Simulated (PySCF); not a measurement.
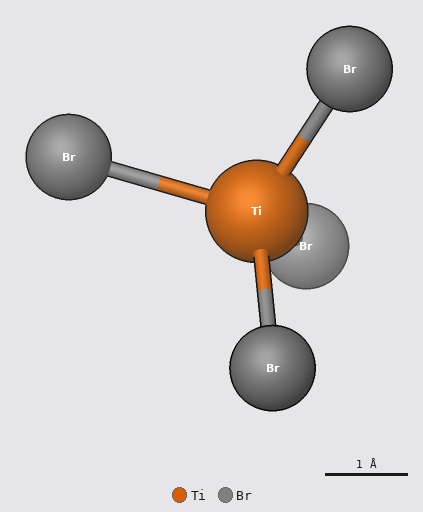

This is the input geometry for a relaxation of TiBr4. A ball-and-stick model, seen from a free direction.

The start comes from GFN2-xTB. Its atoms were then displaced at random by about 0.03 Å.

Level of theory: PBE0-D3(BJ)/def2-SVP geometry optimisation, gas phase (PySCF 2.14.0, density-fitted response routines).

```xyz
5

Ti    0.0609   -0.0773    0.0124
Br   -0.0072   -0.0290    2.3364
Br    2.1446    0.0041   -0.8164
Br   -1.0112    1.9227   -0.7746
Br   -1.1121   -1.9310   -0.8198
```

**Predict the outcome.**

Ti1 moves most after the best rigid fit: 0.075 Å. By element the largest moves are Ti 0.075 Å, Br 0.074 Å. Among the contacts that change: Ti1–Br4 2.402 → 2.304 Å, Ti1–Br3 2.244 → 2.304 Å, Ti1–Br5 2.346 → 2.302 Å, Ti1–Br2 2.325 → 2.310 Å. Among the angles between lasting bonds that change: Br2–Ti1–Br4 107.3° → 111.1°, Br3–Ti1–Br4 105.3° → 108.8°, Br2–Ti1–Br3 113.3° → 110.3°. After 8 geometry steps the energy has fallen by 2.71 kcal/mol. The run took 6.9 min on 1 thread of AMD EPYC (shared host).

History of the run:

```tsv
step	E − E(0), kcal/mol
0	0.00
1	-2.57
2	-2.67
3	-2.69
4	-2.68
5	-2.70
6	-2.70
7	-2.71
8	-2.71
```

Final geometry:

```xyz
5

Ti    0.0170   -0.0162    0.0087
Br    0.0195   -0.0582    2.3185
Br    2.1764   -0.0408   -0.7945
Br   -1.0484    1.8661   -0.7865
Br   -1.0896   -1.8614   -0.8084
```

After the run, drawn alike:

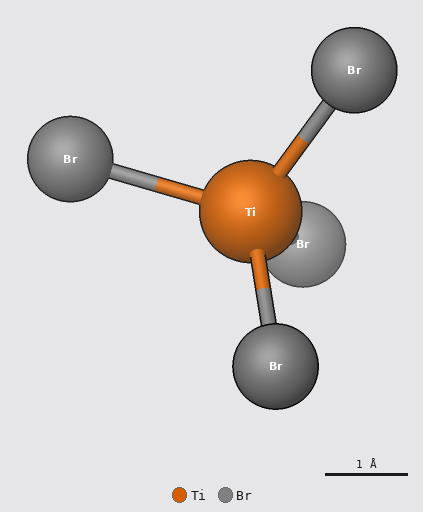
